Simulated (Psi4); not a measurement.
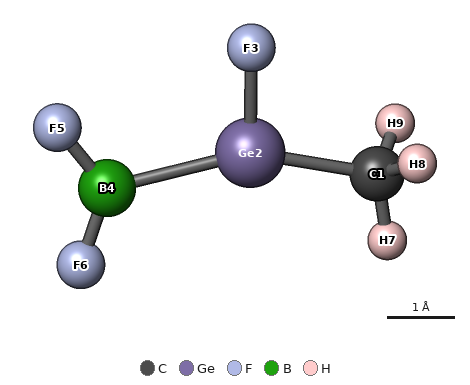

The input geometry (ball-and-stick view, seen at a tilt; atoms are numbered from 1 in the order of the input). Sticks mark near contacts. Bond lengths as drawn: B–F 1.27 to 1.28 Å, B–Ge 2.23 Å, C–Ge 2.00 Å, C–H 1.09 to 1.10 Å and F–Ge 1.73 Å.

**Run report: CH3BF3Ge (charge +1), calculation of the molecule and its ions**

CH3BF3Ge, charge +1, computed with EP2/6-311G*, RHF, DKH2 (Psi4 1.11).

The geometry comes from this level: GFN2-xTB.

### Output
```
Relativistic analytic gradients are not implemented yet, re-routing to finite differences.

   => Loading Basis Set <=

    Name: 6-311G*
    Role: ORBITAL
    Keyword: BASIS

         ---------------------------------------------------------
                                   SCF
                              RHF Reference
                        1 Threads,   1525 MiB Core
         ---------------------------------------------------------

  ==> Geometry <==

    Molecular point group: c1
    Full point group: C1

    Geometry (in Angstrom), charge = 1, multiplicity = 1:

       Center              X                  Y                   Z               Mass
    ------------   -----------------  -----------------  -----------------  -----------------
         C           -1.827570000000    -0.232630000000    -0.019740000000    12.000000000000
         GE           0.127990000000     0.202360000000    -0.000590000000    73.921177761000
         F            0.165210000000     1.931220000000    -0.020140000000    18.998403162730
         B            2.303130000000    -0.280720000000     0.029180000000    11.009305360000
         F            3.084040000000     0.724700000000     0.087070000000    18.998403162730
         F            2.676590000000    -1.500590000000    -0.012720000000    18.998403162730
         H           -2.003290000000    -1.308940000000    -0.075000000000     1.007825032230
         H           -2.263930000000     0.280640000000    -0.885140000000     1.007825032230
         H           -2.262170000000     0.183950000000     0.897070000000     1.007825032230

  Running in c1 symmetry.

  Rotational constants: A =      0.13025  B =      0.03872  C =      0.03002 [cm^-1]
  Rotational constants: A =   3904.85506  B =   1160.66486  C =    900.10643 [MHz]
  Nuclear repulsion =  431.116058451647575

  Charge       = 1
  Multiplicity = 1
  Electrons    = 72
  Nalpha       = 36
  Nbeta        = 36

  ==> Algorithm <==

  SCF Algorithm Type is DF.
  DIIS enabled.
  MOM disabled.
  Fractional occupation disabled.
  Guess Type is SAD.
  Energy threshold   = 1.00e-08
  Density threshold  = 1.00e-08
  Integral threshold = 1.00e-12

  ==> Primary Basis <==

  Basis Set: 6-311G*
    Blend: 6-311G*
    Number of shells: 67
    Number of basis functions: 143
    Number of Cartesian functions: 151
    Spherical Harmonics?: true
    Max angular momentum: 2

   => Loading Basis Set <=

    Name: DEF2-UNIVERSAL-JKFIT
    Role: JKFIT
    Keyword: DF_BASIS_SCF

   => Loading Basis Set <=

    Name: (6-311G* AUX)
    Role: DECON
    Keyword: BASIS_RELATIVISTIC

  ==> Integral Setup <==

  DFHelper Memory: AOs need 0.101 GiB; user supplied 1.118 GiB.
  SCF_SUBTYPE=INCORE selected. In-core MEM_DF algorithm will be used.
  Using in-core AOs.

  ==> MemDFJK: Density-Fitted J/K Matrices <==

    J tasked:                   Yes
    K tasked:                   Yes
    wK tasked:                   No
    Memory [MiB]:              1144
    Algorithm:                 Core
    Schwarz Cutoff:           1E-12
    Mask sparsity (%):      13.8100
    Fitting Condition:        1E-10

   => Auxiliary Basis Set <=

  Basis Set: DEF2-UNIVERSAL-JKFIT
    Blend: DEF2-UNIVERSAL-JKFIT
    Number of shells: 203
    Number of basis functions: 701
    Number of Cartesian functions: 888
    Spherical Harmonics?: true
    Max angular momentum: 5

    Computing 2-order Douglas-Kroll-Hess integrals.
    Adding Douglas-Kroll-Hess corrections to the potential integrals.
  Minimum eigenvalue in the overlap matrix is 6.1953549687E-03.
  Reciprocal condition number of the overlap matrix is 1.0415505141E-03.
    Using symmetric orthogonalization.

  ==> Pre-Iterations <==

  SCF Guess: Superposition of Atomic Densities via on-the-fly atomic UHF (no occupation information).

   -------------------------
    Irrep   Nso     Nmo
   -------------------------
     A        143     143
   -------------------------
    Total     143     143
   -------------------------

  ==> Iterations <==

                           Total Energy        Delta E     RMS |[F,P]|

   @DF-RHF iter SAD: -2449.14294655153299   -2.44914e+03   0.00000e+00
   @DF-RHF iter   1: -2455.42956617043137   -6.28662e+00   2.16614e-02 DIIS/ADIIS
   @DF-RHF iter   2: -2455.85235802828720   -4.22792e-01   1.91104e-02 DIIS/ADIIS
   @DF-RHF iter   3: -2456.66526862066985   -8.12911e-01   1.01020e-03 DIIS/ADIIS
   @DF-RHF iter   4: -2456.66944861844149   -4.18000e-03   2.43504e-04 DIIS/ADIIS
   @DF-RHF iter   5: -2456.66992403416225   -4.75416e-04   7.46597e-05 DIIS
   @DF-RHF iter   6: -2456.67000526826905   -8.12341e-05   1.88971e-05 DIIS
   @DF-RHF iter   7: -2456.67001413469916   -8.86643e-06   7.24691e-06 DIIS
   @DF-RHF iter   8: -2456.67001544065033   -1.30595e-06   2.49871e-06 DIIS
   @DF-RHF iter   9: -2456.67001555635488   -1.15705e-07   6.44557e-07 DIIS
   @DF-RHF iter  10: -2456.67001556671630   -1.03614e-08   1.82544e-07 DIIS
   @DF-RHF iter  11: -2456.67001556738023   -6.63931e-10   6.10425e-08 DIIS
   @DF-RHF iter  12: -2456.67001556744844   -6.82121e-11   1.35869e-08 DIIS
   @DF-RHF iter  13: -2456.67001556745254   -4.09273e-12   3.47504e-09 DIIS
  Energy and wave function converged.

  ==> Post-Iterations <==

    Orbital Energies [Eh]
    ---------------------

    Doubly Occupied:

       1A   -409.712656     2A    -53.651747     3A    -46.852791
       4A    -46.850320     5A    -46.848724     6A    -26.554385
       7A    -26.553351     8A    -26.492098     9A    -11.469699
      10A     -7.982084    11A     -7.696616    12A     -5.525142
      13A     -5.519446    14A     -5.514593    15A     -1.925028
      16A     -1.913988    17A     -1.906902    18A     -1.905395
      19A     -1.901212    20A     -1.874452    21A     -1.848392
      22A     -1.744387    23A     -1.170644    24A     -1.039057
      25A     -0.989025    26A     -0.976179    27A     -0.932017
      28A     -0.919110    29A     -0.870633    30A     -0.870040
      31A     -0.839188    32A     -0.827438    33A     -0.789670
      34A     -0.781269    35A     -0.763568    36A     -0.655996

    Virtual:

      37A     -0.216733    38A     -0.124002    39A     -0.073331
      40A     -0.031190    41A     -0.000877    42A      0.029662
      43A      0.029771    44A      0.051646    45A      0.086889
      46A      0.117171    47A      0.122984    48A      0.167472
      49A      0.177703    50A      0.216630    51A      0.231012
      52A      0.261245    53A      0.297591    54A      0.332157
      55A      0.335598    56A      0.373473    57A      0.403031
      58A      0.438150    59A      0.490447    60A      0.552323
      61A      0.593688    62A      0.595009    63A      0.605802
      64A      0.641126    65A      0.745348    66A      0.796428
      67A      0.812700    68A      0.864746    69A      0.914690
      70A      0.920796    71A      0.923796    72A      0.961789
      73A      0.973558    74A      1.060685    75A      1.086378
      76A      1.149035    77A      1.154641    78A      1.206204
      79A      1.210860    80A      1.222952    81A      1.306800
      82A      1.403067    83A      1.435005    84A      1.479255
      85A      1.532645    86A      1.590538    87A      1.610175
      88A      1.693236    89A      1.781578    90A      1.785148
      91A      1.829292    92A      1.909654    93A      2.129110
      94A      2.378698    95A      2.390936    96A      2.411090
      97A      2.488669    98A      2.509456    99A      2.534937
     100A      2.545989   101A      2.637821   102A      2.747372
     103A      3.094478   104A      3.267546   105A      3.304253
     106A      3.971080   107A      3.981315   108A      3.993934
     109A      4.020090   110A      4.051255   111A      4.060507
     112A      4.064684   113A      4.086903   114A      4.112451
     115A      4.186680   116A      4.192131   117A      4.306723
     118A      4.448999   119A      4.595894   120A      4.604297
     121A      4.695362   122A      4.875270   123A      4.914178
     124A      5.759524   125A      6.432604   126A      6.496958
     127A      6.524002   128A      6.536677   129A      6.547429
     130A      6.598691   131A      6.685848   132A      6.709343
     133A      6.892473   134A     15.102979   135A     24.133911
     136A     43.557844   137A     67.175117   138A     67.191364
     139A     67.242692   140A    213.605595   141A    213.691263
     142A    213.807669   143A    696.158677

    Final Occupation by Irrep:
              A
    DOCC [    36 ]
    NA   [    36 ]
    NB   [    36 ]

  @DF-RHF Final Energy: -2456.67001556745254

   => Energetics <=

    Nuclear Repulsion Energy =            431.1160584516475751
    One-Electron Energy =               -4266.2376689594148047
    Two-Electron Energy =                1378.4515949403150898
    Total Energy =                      -2456.6700155674525377

Computation Completed

Properties will be evaluated at   0.000000,   0.000000,   0.000000 [a0]

Properties computed using the SCF density matrix

 Multipole Moments:

 ------------------------------------------------------------------------------------
     Multipole            Electronic (a.u.)      Nuclear  (a.u.)        Total (a.u.)
 ------------------------------------------------------------------------------------

 L = 1.  Multiply by 2.5417464519 to convert [e a0] to [Debye]
 Dipole X            :        -97.3057701           97.2246706           -0.0810995
 Dipole Y            :        -25.9421900           25.0006231           -0.9415669
 Dipole Z            :         -0.8059997            0.8190073            0.0130076
 Magnitude           :                                                    0.9451426

 ------------------------------------------------------------------------------------

	total time  =          3 seconds =       0.05 minutes
   => Loading Basis Set <=

    Name: (6-311G* AUX)
    Role: RIFIT
    Keyword: DF_BASIS_EP2

         ---------------------------------------------------------
                  Second-Order Electron Propagator Theory

         ---------------------------------------------------------

  DFHelper Memory: AOs need 0.116 GiB; user supplied 1.192 GiB.
  SCF_SUBTYPE=INCORE selected. In-core MEM_DF algorithm will be used.
  Using in-core AOs.

  ==> Algorithm <==

  Number of orbitals:            2
  Maximum iterations:           20
  Convergence threshold:  5.00e-05

  ==> Iterations <==

   --------------------------------------------
    Iter   Residual RMS      Max RMS    Remain
   --------------------------------------------
      1     0.05676741     0.07753869      2
      2     0.00599283     0.00883075      2
      3     0.00010725     0.00018305      1
      4     0.00008309     0.00013774      1
      5     0.00000739     0.00001258      0
   --------------------------------------------

  ==> Results <==

    Orbital  Koopmans (eV)     EP2 (eV)   EP2 PS
  ----------------------------------------------
       35A         -20.778       -18.910    0.891
       36A         -17.851       -16.957    0.914
  ----------------------------------------------

  EP2 has completed successfully!

	total time  =          4 seconds =       0.07 minutes
```

### Standard output
```
total energy -0.62315989 hartree = -16.95704 eV
CURRENT ENERGY                                     -0.6231598861
CURRENT REFERENCE ENERGY                        -2456.6700155675
DD SOLVATION ENERGY                                 0.0000000000
EP2 35A ENERGY                                     -0.6949180878
EP2 36A ENERGY                                     -0.6231598861
EP2 IONIZATION POTENTIAL                           -0.6231598861
HF KINETIC ENERGY                                2556.9080068956
HF POTENTIAL ENERGY                             -5013.5780224631
HF TOTAL ENERGY                                 -2456.6700155675
HF VIRIAL RATIO                                     1.9607971851
NUCLEAR REPULSION ENERGY                          431.1160584516
ONE-ELECTRON ENERGY                             -4266.2376689594
PCM POLARIZATION ENERGY                             0.0000000000
PE ENERGY                                           0.0000000000
SCF ITERATION ENERGY                            -2456.6700155675
SCF ITERATIONS                                     13.0000000000
SCF TOTAL ENERGY                                -2456.6700155675
TWO-ELECTRON ENERGY                              1378.4515949403
```

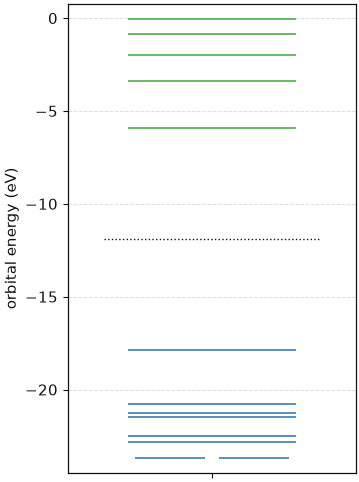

Orbital energies near the frontier; the dotted line parts filled from empty levels, and levels within 0.02 eV of each other stand side by side. Highest filled −17.85 eV, lowest empty −5.90 eV, 11.95 eV apart.

The run was set up as follows.

### Input (job.py)
```python
import psi4

psi4.set_memory('1600 MB')
psi4.set_num_threads(1)
psi4.core.set_output_file('ch3bf3ge.out', False)

with open('ch3bf3ge.xyz') as f:
    atoms = ''.join(f.readlines()[2:])
geom = psi4.geometry('1 1\n' + atoms + 'symmetry c1\nno_reorient\nno_com')

options = {'basis': '6-311G*', 'scf_type': 'df', 'ep2_num_ip': 2, 'ep2_num_ea': 0, 'df_basis_scf': 'def2-universal-jkfit', 'relativistic': 'dkh', 'dkh_order': 2}
psi4.set_options(options)

E, wfn = psi4.energy('ep2', return_wfn=True)
print(f'total energy {E:.8f} hartree = {E * 27.211386:.5f} eV')
for k, v in sorted(psi4.core.scalar_variables().items()):
    print(f'{k:45s} {v:18.10f}')
```

### File ch3bf3ge.xyz
```
9
CH3BF3Ge
C     -1.827570    -0.232630    -0.019740
Ge     0.127990     0.202360    -0.000590
F      0.165210     1.931220    -0.020140
B      2.303130    -0.280720     0.029180
F      3.084040     0.724700     0.087070
F      2.676590    -1.500590    -0.012720
H     -2.003290    -1.308940    -0.075000
H     -2.263930     0.280640    -0.885140
H     -2.262170     0.183950     0.897070
```

Launch command:
```bash
python job.py
```

### Key numbers

```json
{"quantity": "outcome", "value": "converged"}
{"quantity": "total energy", "value": "−2456.670016 hartree"}
{"quantity": "basis functions", "value": "143"}
{"quantity": "HOMO", "value": "−17.85 eV"}
{"quantity": "LUMO", "value": "−5.90 eV"}
{"quantity": "hardware", "value": "1 thread of Intel Xeon @ 2.90GHz (Ice Lake), 64 GiB of memory available, shared host"}
{"quantity": "wall time", "value": "5.1 s"}
{"quantity": "peak memory", "value": "0.35 GiB"}
```
